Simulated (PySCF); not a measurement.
**H$_{4}$HfO$_{4}$, SMILES `O[Hf](O)(O)O`: what the electrons do**

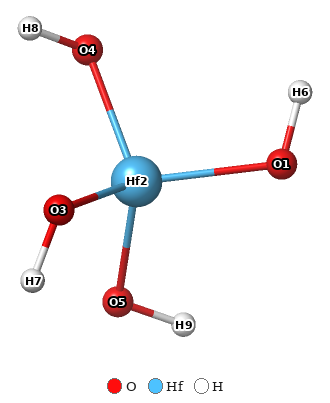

The molecule, with its atoms numbered as below. No frequency check shows the geometry to be a minimum.

Cartesian coordinates (Å):

```
O1       1.6022    0.3776    0.8937
Hf2     -0.0000   -0.0001    0.0002
O3      -1.6020   -0.3774    0.8937
O4      -0.3777    1.6014   -0.8943
O5       0.3779   -1.6011   -0.8943
H6       1.8420    1.3057    0.7862
H7      -1.8419   -1.3055    0.7862
H8      -1.3065    1.8394   -0.7884
H9       1.3066   -1.8392   -0.7884
```

Part 1: Bonding charge

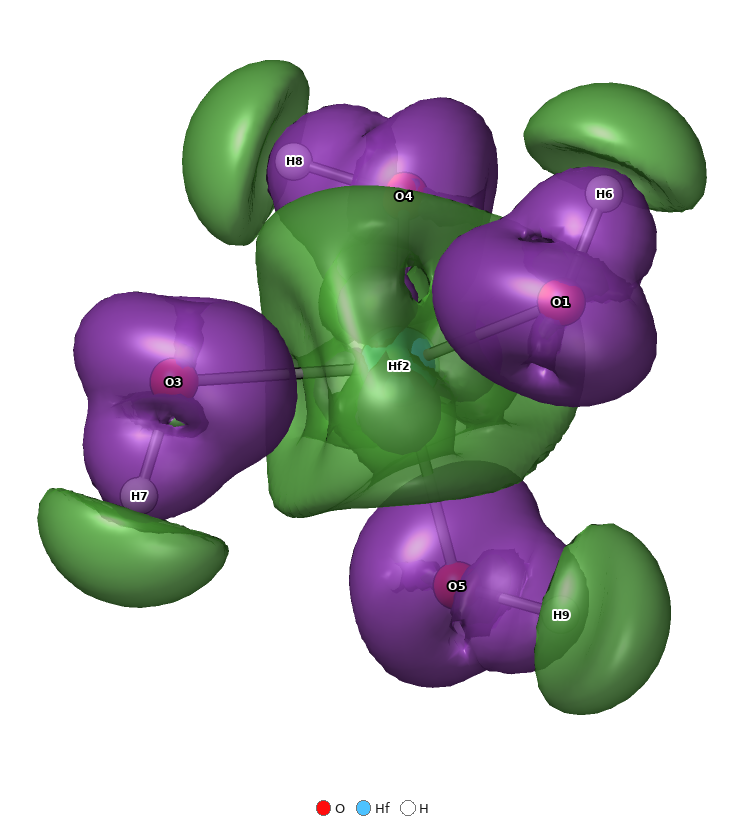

Deformation density (molecule less spherical, spin-averaged free atoms at the same positions), surfaces at ±0.05 e/Å³; purple: gain, green: loss.

PySCF calculation, PBE/def2-TZVP, gas phase; geometry: GFN2-xTB. Core potentials replace the inner electrons of Hf; spin–orbit coupling isn't included. This is a single-reference result, which may miss multireference character in this system.

Question: Describe the bonding that the map shows.

Answer: Hf2–O5, Hf2–O3, Hf2–O4 and O1–Hf2: +0.10 e/Å³ at the bond critical point (bond length 1.87 Å, Mayer order 1.1); up to 0.6 Å beside the axis the gain reaches +0.36 e/Å³. In all, 2.3 electrons gather in the regions of gain relative to the promolecule. A small or negative value marks a very polar bond, one between electron-rich atoms, whose free-atom densities already overlap strongly, a long bond to a heavier atom, or a closed-shell contact such as a hydrogen bond.

Part 2: Local ionisation energy

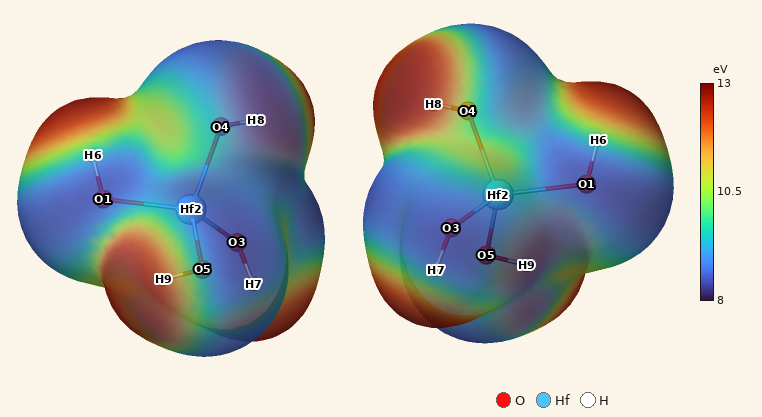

Average local ionisation energy on the surface of electron density 0.001 a.u. (back view left, front view right).

Question: Where are the most loosely bound electrons on this surface?

Answer: The lowest value is 8.4 eV, 1.9 Å from O1, and at like points elsewhere. Further minima include 8.5 eV, off the O5–H9 bond (1.9 to 2.1 Å from its atoms). For comparison, the highest occupied orbital lies at −7.2 eV.

Part 3: In an electric field

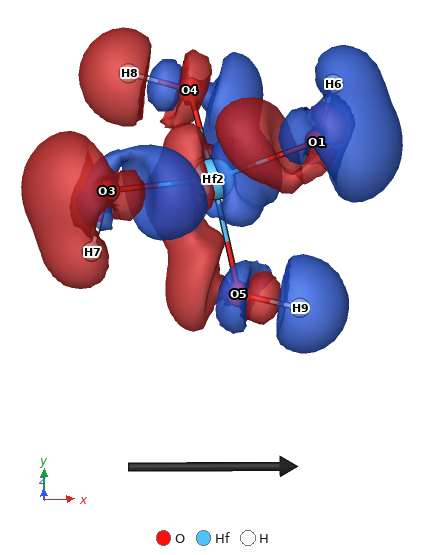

Change of the electron density in a uniform field of 0.21 V/Å along +x (arrow), surfaces at ±0.0015 e/Å³ (red: gain, blue: loss).

Level of theory: PBE/def2-TZVP (PySCF), at a geometry from GFN2-xTB. Core potentials replace the inner electrons of Hf; spin–orbit coupling isn't included. This is a single-reference result, which may miss multireference character in this system. A basis without diffuse functions makes polarisabilities too small.

Question: What dipole is induced, and what polarisability does it imply?

Answer: The induced dipole is 0.53 D (along the field); α along this axis, from the fields in both directions, is 52 bohr³ (7.8 Å³).

Question: Which atoms gain and lose the most charge?

Answer: Electrons gather most on O3 (Hirshfeld charge changes by −0.008 e) and leave O1 most (+0.009 e); 0.049 electrons are displaced in all.
